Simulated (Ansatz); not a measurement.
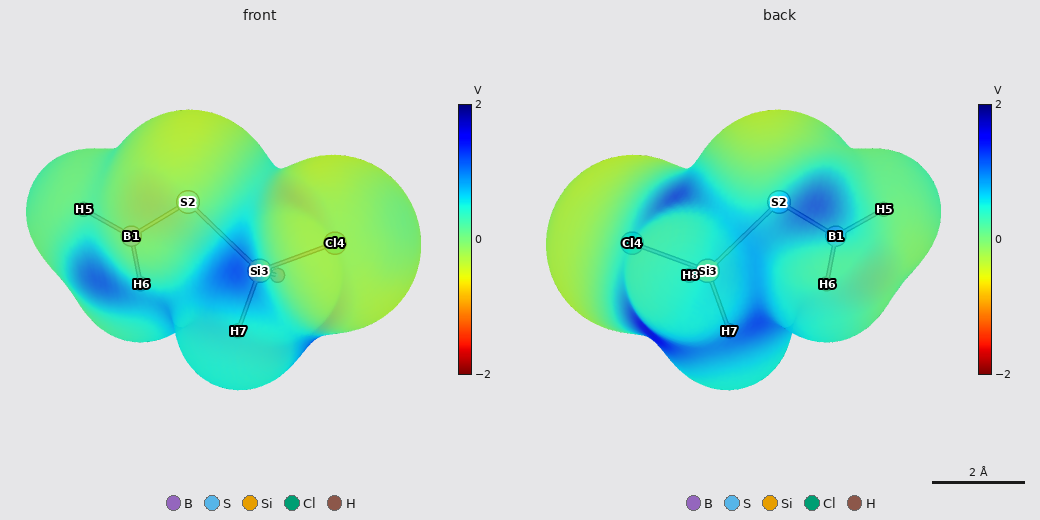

BClH4SSi (SMILES BS[SiH2]Cl). The molecular electrostatic potential painted on the density surface at 0.002 e/bohr³, seen from the front and from behind; the colour scale runs from red (negative) to blue (positive).

Method: RKS B3LYP/def2-SVP in Ansatz 0.2.0.

```yaml
atoms:
  - { symbol: B, position_ang: [0.3411, 1.7613, -0.3237] }
  - { symbol: S, position_ang: [-0.5981, 0.7173, 0.7803] }
  - { symbol: Si, position_ang: [-1.2293, 2.2465, 2.1972] }
  - { symbol: Cl, position_ang: [-2.4074, 1.3372, 3.6400] }
  - { symbol: H, position_ang: [0.8592, 1.2252, -1.2658] }
  - { symbol: H, position_ang: [0.4500, 2.9467, -0.1330] }
  - { symbol: H, position_ang: [-0.0437, 2.8457, 2.8581] }
  - { symbol: H, position_ang: [-2.0369, 3.2785, 1.5016] }
```

Describe the electrostatic potential map.

Answer. The most negative region (about −0.4 V) lies over S2 and Cl4, the most positive (about +1.5 V) over Si3.
